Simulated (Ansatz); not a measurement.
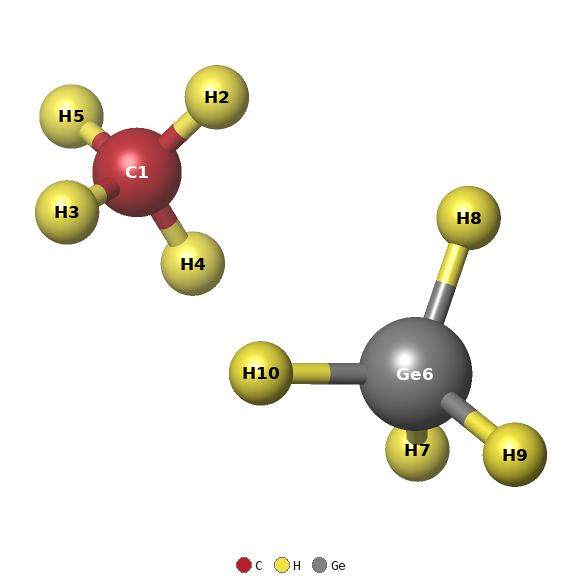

The atoms are numbered. Computed geometry: PBE-D4/def2-SVP optimisation. No frequency run is at hand to confirm it as a minimum.

Estimate the angles H2–C1–H3, H2–C1–H4, H2–C1–H5, H3–C1–H4, H3–C1–H5, H4–C1–H5, H7–Ge6–H8, H7–Ge6–H9, H7–Ge6–H10, H8–Ge6–H9, H8–Ge6–H10, H9–Ge6–H10.

```tsv
angle	degrees
H2–C1–H3	109.7
H2–C1–H4	109.4
H2–C1–H5	109.3
H3–C1–H4	109.4
H3–C1–H5	109.5
H4–C1–H5	109.5
H7–Ge6–H8	109.4
H7–Ge6–H9	109.6
H7–Ge6–H10	109.6
H8–Ge6–H9	109.4
H8–Ge6–H10	109.5
H9–Ge6–H10	109.4
```
